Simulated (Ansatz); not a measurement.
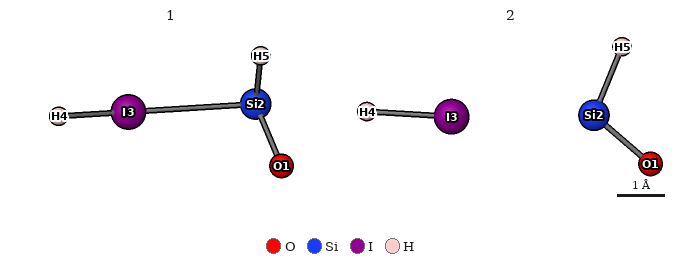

Two geometries of SiH2OI (charge −1), drawn at one scale. One is the start of a relaxation, the other its converged end. The picture is a ball-and-stick view, seen face on.

Theory: RKS PBE-D4/def2-SVPD in Ansatz. Settings: force threshold 0.03 eV/Å; at most 250 steps.

**Which geometry has the lower energy?**

Structure 2 is the relaxed one. It is one of the separated reactants of a reaction. The largest moves after the best rigid fit, 0.76 Å, are those of O1 and H4. Largest moves by element: H 0.76 Å, O 0.76 Å, Si 0.71 Å, I 0.53 Å. Some distances before and after: Si2–I3 2.745 → 3.036 Å, O1–Si2 1.716 → 1.597 Å, I3–H4 1.700 → 1.812 Å, Si2–H5 1.536 → 1.591 Å. Bond angles that change, for instance: O1–Si2–H5 94.7° → 109.0°. The energy falls by 79.7 kJ/mol in 11 accepted moves (12 points after the start). Largest force component: 2.5 eV/Å at the start, 0.021 eV/Å at the end. The line search rejected the trial step at point 6 of the run. The run took 23 s on 2 threads of Arm Neoverse V1 (shared host).
